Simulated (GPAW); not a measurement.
Band structure of PdAu3 (Pm-3m, 4 atoms in the cell).

```
PdAu3
1.0
    4.07108     0.00000     0.00000
    0.00000     4.07108     0.00000
    0.00000     0.00000     4.07108
Pd Au
1 3
Direct
  0.00000   0.00000   0.00000
  0.00000   0.50000   0.50000
  0.50000   0.00000   0.50000
  0.50000   0.50000   0.00000
```

Computed with PBEsol, GPAW PAW datasets PBEsol (made by gpaw-setup) (plane waves; GPAW).

Settings: mode = pw; ecut = 550 eV; xc = PBEsol; kpts = 11 11 11; mesh shift (steps) = 0 0 0; occupations.name = methfessel-paxton; occupations.width = 0.272 eV; occupations.order = 0; nbands = -8; convergence.density = 1e-05 e/electron; symmetry.symmorphic = false; symmetry.tolerance = 0.0005; maxiter = 100; bandpath_npoints = 40.

The starting cell comes from a database of computed structures (which also holds hypothetical and non-ambient phases and stackings), without a prior relaxation at this level. Spin-orbit coupling is off. Spin polarisation is off.

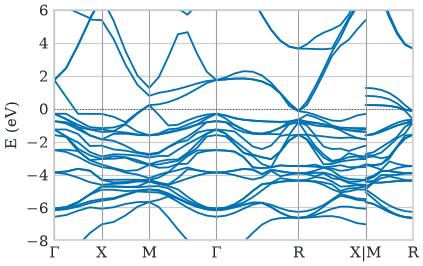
Bands along the path, energies from the Fermi level.

Levels in eV from the Fermi level, bands 21 to 28:
| point | 21 | 22 | 23 | 24 | 25 | 26 | 27 | 28 |
|---|---|---|---|---|---|---|---|---|
| Γ | -0.76 | -0.31 | -0.31 | -0.31 | 1.73 | 1.73 | 1.73 | 6.31 |
| X | -1.87 | -1.42 | -1.27 | -1.19 | -0.32 | 5.37 | 6.74 | 6.74 |
| M | -1.62 | -1.62 | -1.62 | 0.21 | 0.21 | 0.77 | 1.26 | 9.08 |
| R | -0.82 | -0.70 | -0.67 | -0.67 | -0.16 | -0.16 | -0.16 | 3.64 |

Bands cross the Fermi level along this path, so the cell is metallic at this level.
